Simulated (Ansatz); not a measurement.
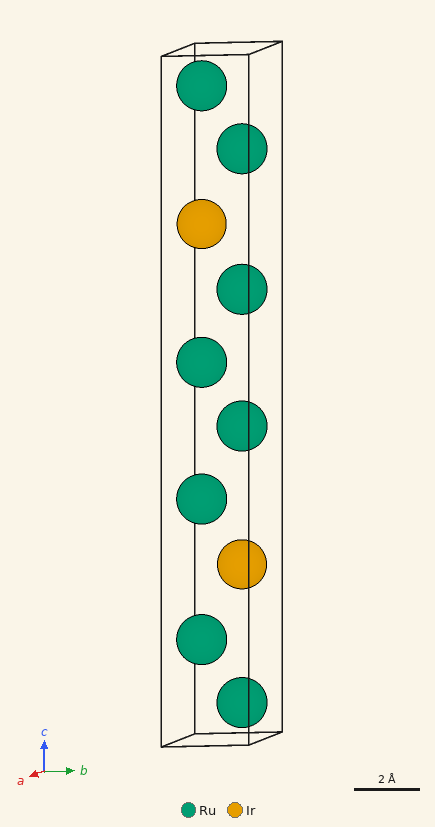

Shown here is a spheres-only view of the crystal, taken slightly off an axis. The simulation cell is drawn as a box.

This input was run:
```yaml
crystal:
  lattice:
    - [2.7269720561, 0.0, 0.0]
    - [-1.3634860281, 2.361627076, 0.0]
    - [0.0, 0.0, 21.5919258026]
  atoms:
    - { symbol: Ru, position: [0.3333333333, 0.6666666667, 0.6482593904] }
    - { symbol: Ru, position: [0.3333333333, 0.6666666667, 0.8517406096] }
    - { symbol: Ru, position: [0.3333333333, 0.6666666667, 0.0497830399] }
    - { symbol: Ru, position: [0.3333333333, 0.6666666667, 0.4502169601] }
    - { symbol: Ru, position: [0.6666666667, 0.3333333333, 0.9502169601] }
    - { symbol: Ru, position: [0.6666666667, 0.3333333333, 0.1482593904] }
    - { symbol: Ru, position: [0.6666666667, 0.3333333333, 0.3517406096] }
    - { symbol: Ru, position: [0.6666666667, 0.3333333333, 0.5497830399] }
    - { symbol: Ir, position: [0.3333333333, 0.6666666667, 0.25] }
    - { symbol: Ir, position: [0.6666666667, 0.3333333333, 0.75] }
basis:
  ecutwfc: 420
kpoints:
  mp_grid: { grid: [18, 18, 2] }
  band_path:
    path:
      - [[0.0, 0.0, 0.0], [0.5, 0.0, 0.0], [0.33333333, 0.33333333, 0.0], [0.0, 0.0, 0.0], [0.0, 0.0, 0.5], [0.5, 0.0, 0.5], [0.33333333, 0.33333333, 0.5], [0.0, 0.0, 0.5]]
      - [[0.5, 0.0, 0.5], [0.5, 0.0, 0.0]]
      - [[0.33333333, 0.33333333, 0.5], [0.33333333, 0.33333333, 0.0]]
    npoints: 14
hamiltonian:
  xc: pbe
scf:
  occupations: { method: gaussian, width: 0.1 }
  n_extra_bands: 25
output:
  forces: true
  stress: true
  eigenvalues: true
  populations: true
  dos: { projected: true, de: 0.02, nscf_kmesh: { grid: [22, 22, 3] } }
  bader: true
  write_density: true
  write_potential: true
  elf: true
  volumetric_format: npy
```
Run as:
```sh
ansatz run input.yaml --threads 1 --pin off --max-ram 2560MiB --backend cpu --events-out ev --progress --plain --runs-dir out
```

Method used: DFT PBE, scalar-relativistic, plane waves, PAW in Ansatz. It ran with a cutoff energy of 420 eV, k-grid 18×18×2, Gaussian smearing of 0.1 eV, no spin polarisation.

**Predict the Bader charges.**

Ir -0.20 e; Ru +0.01 to +0.09 e. Little charge moves, as in a metallic or covalent solid.

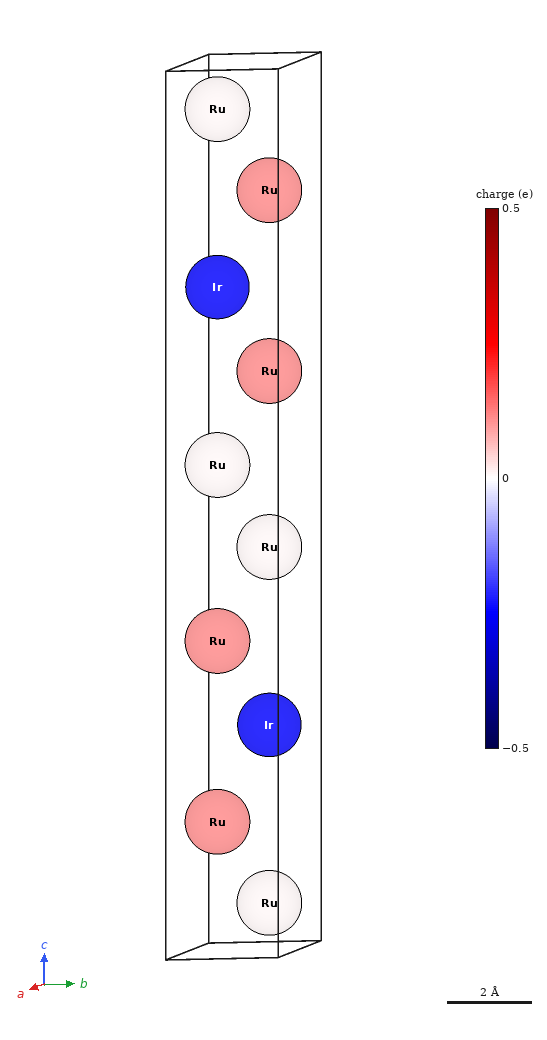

The atoms coloured by those charges.

The model was built from a structure type filled with these elements by a generator (whether the compound takes this form wasn't checked). Earlier steps of the study, as a rule a relaxation of our own, may have changed the cell and positions, so they can lie some per cent off the listed ones. An electronic-structure calculation with Ansatz was run on it.
